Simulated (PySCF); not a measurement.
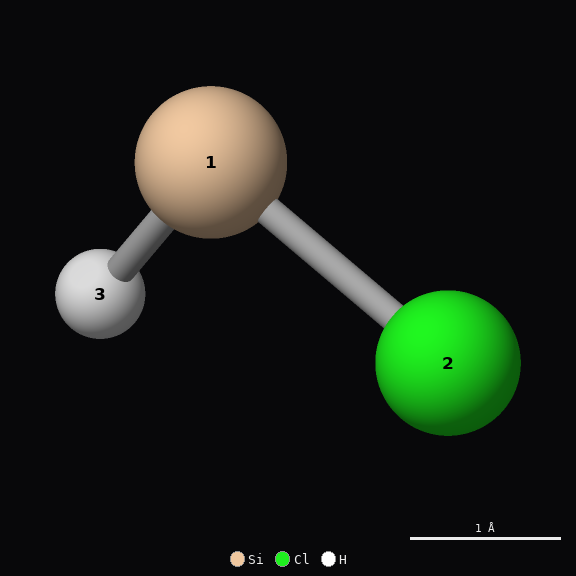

The atoms are numbered. Computed geometry: PBE0-D3(BJ)/def2-SVP optimisation. No frequency run is at hand to confirm it as a minimum.

List the bonds and their lengths.

| bond | length (Å) | order |
| --- | --- | --- |
| Si1–Cl2 | 2.092 | single |
| Si1–H3 | 1.538 | single |
